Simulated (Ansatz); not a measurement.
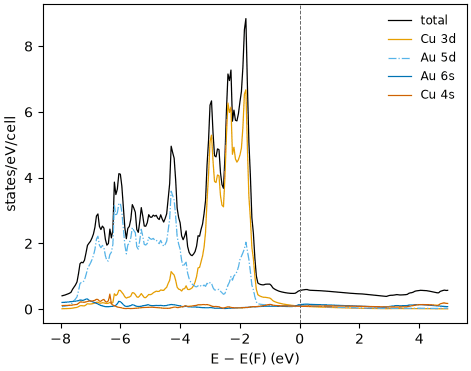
*Total and projected density of states of CuAu (L1₀ or tetragonal B2, P4/mmm), plane-wave PAW LDA (Ansatz code)*

Question: Which orbitals carry the states next to the Fermi level?

Answer: Within 0.5 eV of the Fermi level: Au 6s 23 %, Cu 3d 18 %, Au 5d 18 %, Cu 4s 17 %, outside the projected shells 24 %. Projections are on Löwdin-orthogonalised atomic valence shells; empty p or d shells of many metals are not among them.

Question: Where is the tallest occupied peak in this window, and what makes it?

Answer: Near -1.8 eV, about 8.8 states/eV per cell; the largest projected share is Cu 3d.

Symmetry was held in the LDA relaxation; of distortions, only those at the zone centre were tested. No spin polarisation was allowed. Spin–orbit coupling is left out wherever it is not named.

Potentials: the later of the program's two PAW sets.
